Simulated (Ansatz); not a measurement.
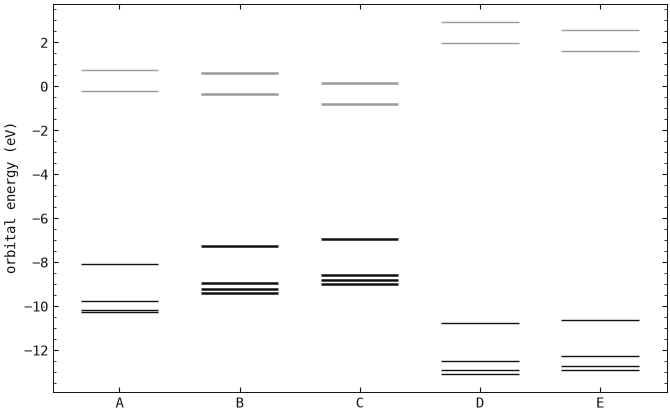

Frontier orbital energies of Si₂NH₅F₂, SMILES F[SiH](F)N[SiH3] at one geometry, def2-TZVPP, the Ansatz code 0.2.0, at a PBE0-D4/def2-TZVP geometry (no frequency check). Empty levels are grey, levels within 0.1 eV stand side by side; all columns show the same few orbitals around the gap.

### The columns come from B3LYP, PBE, r2SCAN, ωB97M-V and ωB97X-V. Which is which?

A: B3LYP (HOMO −8.09, LUMO −0.22, separation 7.87 eV)
B: r2SCAN (HOMO −7.25, LUMO −0.35, separation 6.90 eV)
C: PBE (HOMO −6.92, LUMO −0.82, separation 6.11 eV)
D: ωB97X-V (HOMO −10.76, LUMO 1.98, separation 12.75 eV)
E: ωB97M-V (HOMO −10.65, LUMO 1.60, separation 12.25 eV)

Caveats, for all or some of the runs: empty levels above zero depend strongly on the basis; one conformer of a flexible molecule.
